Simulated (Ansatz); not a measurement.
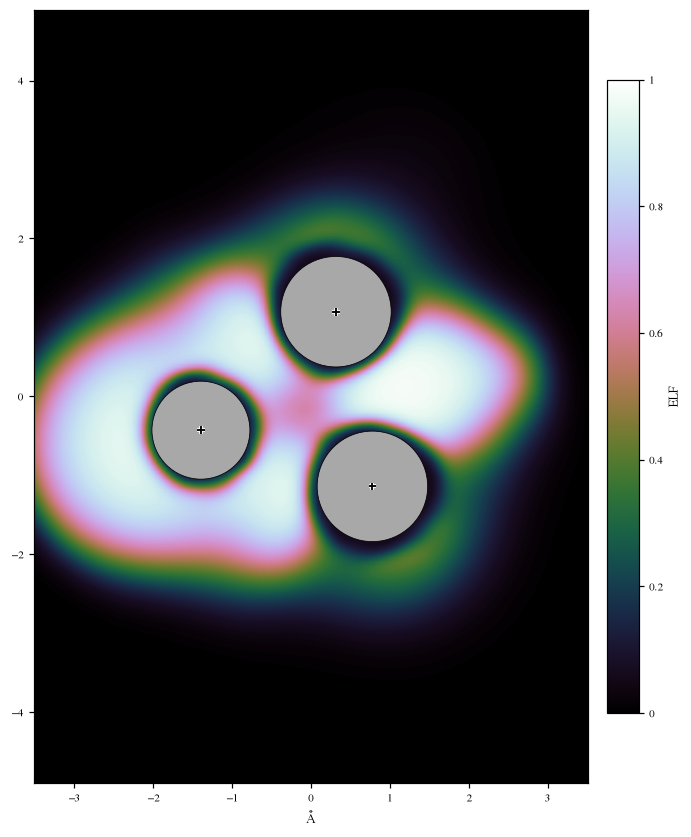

The electron localisation function on a plane through atoms (crosses mark nuclei in the plane; grey discs cover the cores).

Method: Ansatz, RKS PBE0-D4/def2-TZVPP.

Candidates:
A. H5PSSi2 (SMILES S[SiH]1[SiH2]P1)
B. C2H3BO (SMILES BC=C=O)
C. CH5FGeO2 (SMILES [CH3][Ge]([OH])([OH])[F])

### Which candidate gave the map?

Candidate A: H5PSSi2 on the plane of atoms Si2, Si3 and P4, which holds Si and P. Si–Si (2.26 Å): the ELF peaks at about 0.90 between the atoms; a shared electron pair. Si–P (2.27 Å): the ELF peaks at about 0.90 between the atoms; a shared electron pair.
